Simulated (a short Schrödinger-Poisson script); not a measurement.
Structure: MOS inversion layer, SiO2 on p-type Si(100), at 300 K.

```
layer  material  thickness (nm)  Na (cm⁻³)
-----  --------  --------------  ---------
1          SiO2             2.5          -
2            Si             600     5.2e17
```

Constants are typed, rounded textbook-type inputs, not results; the design itself was drawn at random and stands for no fabricated device. SiO2: permittivity 3.9, conduction-band edge (eV) 3.15, gap (eV) 9, electron mass (mₑ) 0.5. Si: permittivity 11.7, conduction-band edge (eV) 0, gap (eV) 1.124, Nv at 300 K (cm⁻³) 3.1e19.

Channel valleys (confinement mass, in-plane density-of-states mass, number): Δ2 0.916, 0.19, 2; Δ4 0.19, 0.417, 4. At the gate the conduction-band edge of layer 1 lies 3.77 eV − eVg above the Fermi level of the channel; the field vanishes at the back. Gaps are held at their typed values at every temperature. Mesh 0.03 nm at interfaces.

Solved with a short Schrödinger-Poisson script written for these runs: 1D Poisson equation in equilibrium, electrons quantum, Hartree (BenDaniel-Duke, 12 states a valley, the channel's in-plane mass for all, wave functions ending at the dielectric), parabolic valleys, classical holes, full ionisation, no traps, pinning or gate leakage.

Only gate voltages with over 1e8 electrons/cm² are shown.

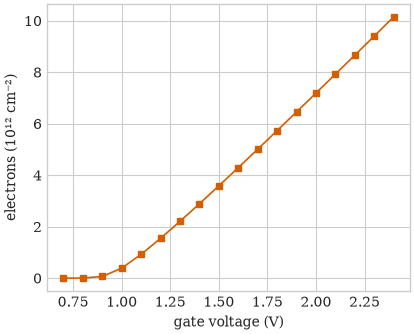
Figure: Sheet density against gate voltage

```
Vg (V)  electrons (cm⁻²)  C (μF/cm²)  Δ2 E0 (meV)  Δ2 E1 (meV)  Δ4 E0 (meV)  Δ4 E1 (meV)
------  ----------------  ----------  -----------  -----------  -----------  -----------
0.7               1.46e8       0.199        276.5        339.7        334.8        438.3
0.8               3.44e9       0.205        194.0        259.6        254.5        362.1
0.9              6.47e10       0.401        117.2        185.3        180.0        291.3
1                3.89e11       0.801         69.5        140.3        135.0        249.1
1.1              9.26e11       0.974         45.2        119.1        113.9        230.0
1.2              1.55e12        1.05         29.9        106.8        101.9        219.5
1.3              2.21e12        1.09         18.6         98.6         93.8        212.8
1.4              2.89e12        1.11          9.5         92.3         87.7        207.9
1.5              3.59e12        1.13          1.7         87.4         82.9        204.2
1.6              4.29e12        1.14         -5.2         83.2         78.9        201.3
1.7              5.01e12        1.16        -11.4         79.7         75.5        198.8
1.8              5.73e12        1.16        -17.2         76.5         72.5        196.7
1.9              6.46e12        1.17        -22.6         73.7         69.7        194.9
2                7.19e12        1.18        -27.8         71.1         67.3        193.3
2.1              7.93e12        1.18        -32.7         68.8         65.0        191.9
2.2              8.66e12        1.19        -37.4         66.5         62.9        190.6
2.3              9.41e12        1.19        -42.0         64.5         60.8        189.4
2.4              1.01e13        1.19        -46.4         62.5         58.9        188.3
```

Subbands count from the Fermi level.
